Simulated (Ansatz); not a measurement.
## Electronic structure of GeH4O3 in real space

Input

```
crystal:
  periodic: [false, false, false]
  atoms:
    - { symbol: Ge, position_ang: [0.0, 0.0, 0.0] }
    - { symbol: H, position_ang: [0.9237, 0.0, 1.4863] }
    - { symbol: O, position_ang: [1.9022, 0.0, 0.5126] }
    - { symbol: H, position_ang: [2.2186, -0.9521, 0.3959] }
    - { symbol: O, position_ang: [-0.8337, 1.4443, -0.5894] }
    - { symbol: H, position_ang: [-1.7915, 1.2136, -0.8118] }
    - { symbol: O, position_ang: [-0.8337, -1.4443, -0.5894] }
    - { symbol: H, position_ang: [-1.2883, -1.91, 0.183] }
basis:
  gaussian: { orbitals: def2-mTZVP }
hamiltonian:
  xc: r2scan
  dispersion: d4
relax:
  f_tol: 0.15
  max_steps: 25
  restrain:
    - { distance: [1, 2], at: 2.21, k: 30.0 }
    - { distance: [0, 1], at: 1.55, k: 30.0 }
    - { distance: [0, 2], at: 1.77, k: 30.0 }
output:
  orbitals: {}
```

Run with:

```sh
ansatz run input.yaml --threads 4 --pin off --max-ram 5120MiB --backend cpu --events-out ev --progress --plain --runs-dir out
```

The fields are those of the run's last geometry, not of the input's.

Not at a stationary point (largest force 1.1 eV/Å).

Level of theory: Ansatz 0.2.0, RKS r2SCAN-D4/def2-mTZVP.

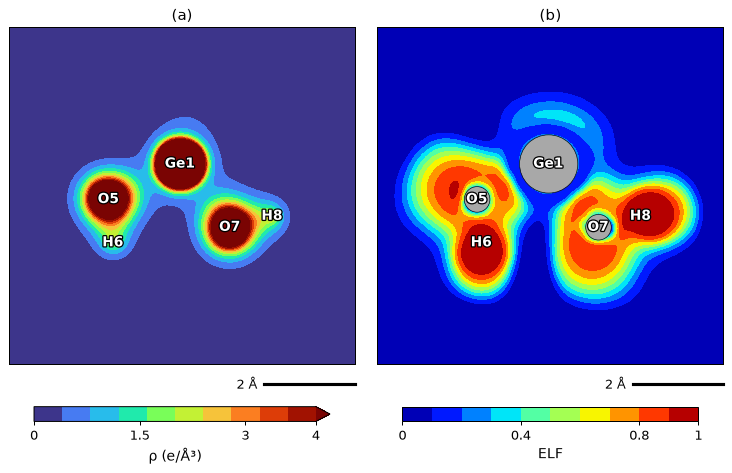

Figure 1. (a) electron density; (b) ELF on the plane of atoms O5, Ge1 and O7. Grey discs cover the atomic cores in the ELF map.

Read the bonding off the picture.

Atoms in the plane: Ge, O and H.
Ge–O (1.76 Å): the density is about 1 e/Å³ at the midpoint; the ELF peaks at about 0.85 in the valence shell of O, 0.6 Å from its nucleus, and is about 0.35 at the midpoint.
O–H (0.97 Å): ρ at the midpoint is about 3.6 e/Å³; the ELF climbs to about 1 towards the hydrogen, as it does in any bond to H (an ordinary covalent bond to hydrogen).
The ELF also peaks beside O7 and O5, away from the bonds: lone-pair regions.

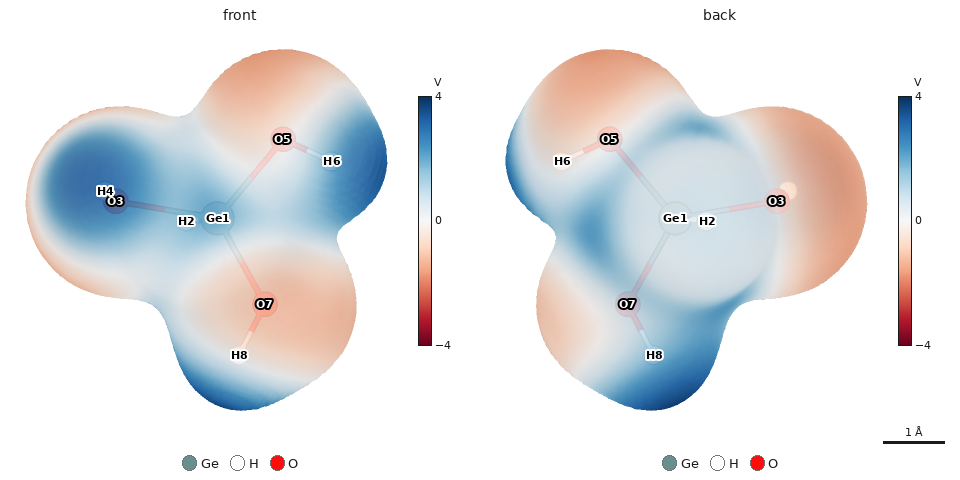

Figure 2. The electrostatic potential painted on the density surface at 0.004 e/bohr³, seen from the front and from behind; the colour scale runs from red (negative) to blue (positive).

Describe the electrostatic potential map.

The most negative region (about −1.6 V) lies over O3 and O5, the most positive (about +3.6 V) over H8.

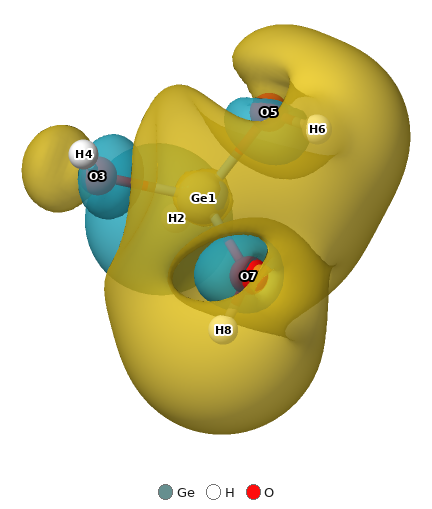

Figure 3. One frontier orbital at ±0.06 Å⁻³ᐟ² (yellow and cyan are the two phases), seen across its widest extent.

Which orbital is it: HOMO or LUMO?

The LUMO, at −0.44 eV. Its weight (Hirshfeld) is mainly on Ge1 (about 35 %), O7 (about 15 %), H8 (about 10 %), O5 (about 10 %), H2 (about 10 %) and H6 (about 10 %).
